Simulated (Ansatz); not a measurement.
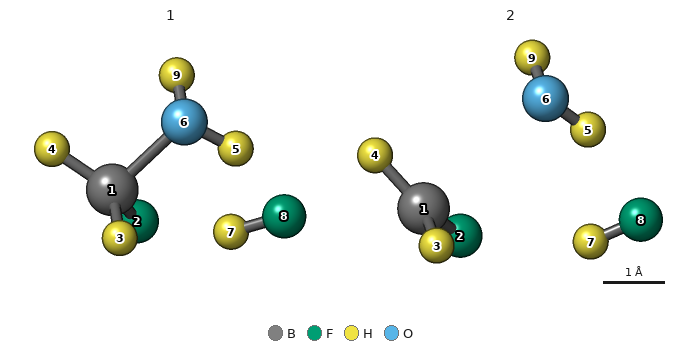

Two geometries of BH₅OF₂, drawn at one scale. One is the start of a relaxation, the other its converged end. A ball-and-stick model, seen at a tilt.

Computed with RKS revPBE/6-31G* in Ansatz. (no spin polarisation; force threshold 0.03 eV/Å; at most 50 steps)

Which of the two is the end point?

Structure 1 is the relaxed one. The run prepares an end point of a later path (reaction) calculation, from a guessed geometry. B1 moves most after the best rigid fit: 0.57 Å. By element the largest moves are B 0.57 Å, O 0.56 Å, F 0.43 Å, H 0.41 Å. Near-neighbour distances that change, for instance: B1–O6 2.790 → 1.682 Å, B1–F2 1.383 → 1.452 Å, H7–F8 0.923 → 0.981 Å, H5–O6 0.977 → 1.011 Å. New bonds form: B1–O6 (2.79 → 1.68 Å). Bond angles that change, for instance: H3–B1–H4 126.0° → 120.2°, F2–B1–H4 116.4° → 112.2°, F2–B1–H3 117.1° → 113.0°. After 9 accepted moves (10 points after the start) the energy has fallen by 62.5 kJ/mol. The largest force component goes from 1.2 to 0.011 eV/Å. The line search rejected the trial step at point 7 of the run.
